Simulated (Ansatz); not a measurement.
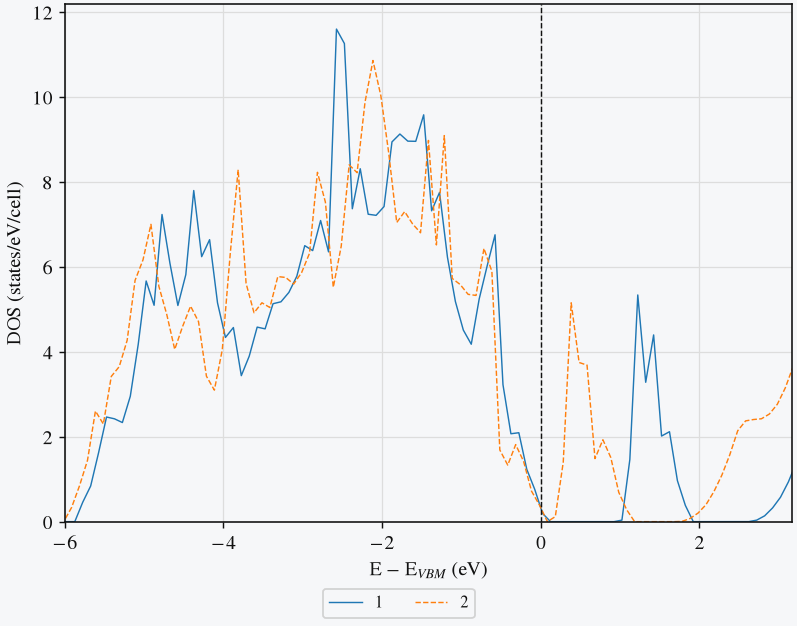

Total densities of states of Mg3NiSe4, space group P-3m1, 8 atoms in the cell, by two methods on the same cell. Each is counted from its own valence-band top.

> Which curve is which? The methods: r2SCAN, PBE.

1 is r2SCAN; 2 is PBE. r2SCAN gives a gap of 1.05 eV and PBE gives a gap of 0.17 eV.

Settings. r2SCAN: DFT r2SCAN, scalar-relativistic, plane waves, PAW, spin-polarised, 12×12×4 k mesh, 500 eV cutoff, Gaussian smearing of 0.01 eV (Ansatz). PBE: DFT PBE, scalar-relativistic, plane waves, PAW, spin-polarised, 12×12×4 k mesh, 420 eV cutoff, Gaussian smearing of 0.01 eV (Ansatz 0.2.0).

Gaps of Fe, Co and Ni magnets come out somewhat low on these PAW datasets. The run may have settled in a state above the lowest, so this need not be the ground state. The structure is an invented one, so it need not be a known or stable phase.
